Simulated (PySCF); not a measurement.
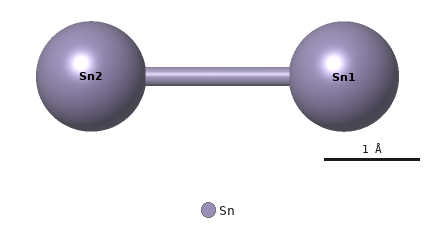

*The structure as given in the input (ball-and-stick view, seen on its broad side; atoms are numbered from 1 in the order of the input). Sticks mark near contacts.*

Bond lengths as drawn: Sn–Sn 2.66 Å.

## Run report: Sn$_{2}$ (charge +1), single-point calculation

System: Sn$_{2}$, charge +1, multiplicity 4.
Method: UHF/lanl2dz, mp2 (PySCF 2.14.0).

Some settings of this run were made unusual or wrong on purpose.

Input
```python
from pyscf import gto, scf, mp

mol = gto.M(
    atom='Sn 0 0 0; Sn 0 0 2.66',
    basis='lanl2dz',
    ecp={'Sn': 'lanl2dz'},
    charge=1,
    spin=3,
    verbose=4,
)
mf = scf.UHF(mol)
mf.init_guess = 'core'
mf.kernel()
mp.MP2(mf).kernel()
mf.dip_moment()
print('orbital energies (hartree):', [e[max(0, n-3):n+3].round(4) for e, n in zip(mf.mo_energy, mol.nelec)])
```

Hardware: 1 CPU thread, shared host.

Launched with:
```bash
OMP_NUM_THREADS=1 python input.py
```

Log
```
PySCF version 2.14.0

[INPUT] verbose = 4
[INPUT] num. atoms = 2
[INPUT] num. electrons = 7
[INPUT] charge = 1
[INPUT] spin (= nelec alpha-beta = 2S) = 3
[INPUT] symmetry False subgroup None
[INPUT] Mole.unit = angstrom
[INPUT] Symbol           X                Y                Z      unit          X                Y                Z       unit  Magmom
[INPUT]  1 Sn     0.000000000000   0.000000000000   0.000000000000 AA    0.000000000000   0.000000000000   0.000000000000 Bohr   0.0
[INPUT]  2 Sn     0.000000000000   0.000000000000   2.660000000000 AA    0.000000000000   0.000000000000   5.026671491343 Bohr   0.0

nuclear repulsion = 3.18302081756391
number of shells = 8
number of NR pGTOs = 24
number of NR cGTOs = 16
basis = lanl2dz
ecp = {'Sn': 'lanl2dz'}

******** <class 'pyscf.scf.uhf.UHF'> ********
method = UHF
initial guess = core
damping factor = 0
level_shift factor = 0
DIIS = <class 'pyscf.scf.diis.CDIIS'>
diis_start_cycle = 1
diis_space = 8
diis_damp = 0
SCF conv_tol = 1e-09
SCF conv_tol_grad = None
SCF max_cycles = 50
direct_scf = True
direct_scf_tol = 1e-13
number electrons alpha = 5  beta = 2
Set gradient conv threshold to 3.16228e-05
init E= 7.82714804081148
  alpha nocc = 5  HOMO = 0.00955016788596852  LUMO = 0.0894410571287893
  beta  nocc = 2  HOMO = -0.216545382849923  LUMO = 0.00767768886585862

WARN: HOMO 0.00955016788596852 >= LUMO 0.00767768886585862

cycle= 1 E= -6.17714995155841  delta_E=  -14  |g|= 0.363  |ddm|= 2.64
  alpha nocc = 5  HOMO = -0.504503321979219  LUMO = -0.15891509225499
  beta  nocc = 2  HOMO = -0.640991323902954  LUMO = -0.267343183424448
  HOMO = -0.504503321979  LUMO = -0.267343183424  gap/eV = 6.45346
cycle= 2 E= -6.24926578326462  delta_E= -0.0721  |g|= 0.0416  |ddm|= 0.625
  alpha nocc = 5  HOMO = -0.476325446644698  LUMO = -0.122538931234389
  beta  nocc = 2  HOMO = -0.588528591797454  LUMO = -0.213472493033782
  HOMO = -0.476325446645  LUMO = -0.213472493034  gap/eV = 7.15259
cycle= 3 E= -6.25235124212091  delta_E= -0.00309  |g|= 0.0113  |ddm|= 0.125
  alpha nocc = 5  HOMO = -0.473022818445371  LUMO = -0.118282281665973
  beta  nocc = 2  HOMO = -0.580744300577042  LUMO = -0.205149894059081
  HOMO = -0.473022818445  LUMO = -0.205149894059  gap/eV = 7.28919
cycle= 4 E= -6.25263304022827  delta_E= -0.000282  |g|= 0.00219  |ddm|= 0.0462
  alpha nocc = 5  HOMO = -0.473117977936787  LUMO = -0.118641947901775
  beta  nocc = 2  HOMO = -0.580976371374491  LUMO = -0.205329062781504
  HOMO = -0.473117977937  LUMO = -0.205329062782  gap/eV = 7.28691
cycle= 5 E= -6.25264695480994  delta_E= -1.39e-05  |g|= 0.000406  |ddm|= 0.0103
  alpha nocc = 5  HOMO = -0.473030633701741  LUMO = -0.118622235226606
  beta  nocc = 2  HOMO = -0.580890166930159  LUMO = -0.205285134065203
  HOMO = -0.473030633702  LUMO = -0.205285134065  gap/eV = 7.28573
cycle= 6 E= -6.25264748869063  delta_E= -5.34e-07  |g|= 5.18e-05  |ddm|= 0.00244
  alpha nocc = 5  HOMO = -0.473014216002225  LUMO = -0.118604254009048
  beta  nocc = 2  HOMO = -0.580863568522481  LUMO = -0.205265211004786
  HOMO = -0.473014216002  LUMO = -0.205265211005  gap/eV = 7.28582
cycle= 7 E= -6.2526474958276  delta_E= -7.14e-09  |g|= 6.34e-06  |ddm|= 0.000278
  alpha nocc = 5  HOMO = -0.473016934236218  LUMO = -0.118605315098674
  beta  nocc = 2  HOMO = -0.580863651032971  LUMO = -0.205267490245337
  HOMO = -0.473016934236  LUMO = -0.205267490245  gap/eV = 7.28583
cycle= 8 E= -6.252647495931  delta_E= -1.03e-10  |g|= 1.18e-06  |ddm|= 2.56e-05
  alpha nocc = 5  HOMO = -0.473016882652112  LUMO = -0.118605184542304
  beta  nocc = 2  HOMO = -0.580863141555633  LUMO = -0.205267284303224
  HOMO = -0.473016882652  LUMO = -0.205267284303  gap/eV = 7.28584
Extra cycle  E= -6.25264749593404  delta_E= -3.05e-12  |g|= 4.24e-07  |ddm|= 5.19e-06
converged SCF energy = -6.25264749593404  <S^2> = 3.7678602  2S+1 = 4.0089202

******** <class 'pyscf.mp.ump2.UMP2'> ********
nocc = (np.int64(5), np.int64(2)), nmo = (16, 16)
E(UMP2) = -6.29788376293298  E_corr = -0.0452362669989371
E(SCS-UMP2) = -6.29525264415173  E_corr = -0.0426051482176866
E_corr(same-spin) = -0.0134750448242746
E_corr(oppo-spin) = -0.0317612221746625

WARN: System has nonzero charge 1; the dipole moment is origin-dependent.
Location of origin: [0. 0. 0.]

Dipole moment(X, Y, Z, Debye): -0.00000, -0.00000,  6.38826
orbital energies (hartree): [array([-0.5142, -0.473 , -0.473 , -0.2106, -0.2106, -0.0852]), array([-0.7629, -0.5809, -0.2053, -0.2053, -0.2049])]
```

Outcome

- outcome: converged
- SCF energy: −6.252647 hartree
- ⟨S²⟩: 3.768
- wall time: 0.9 s

Some settings of this run were drawn to be unusual or wrong. It converged; results that depend on the unusual settings are not reference values.
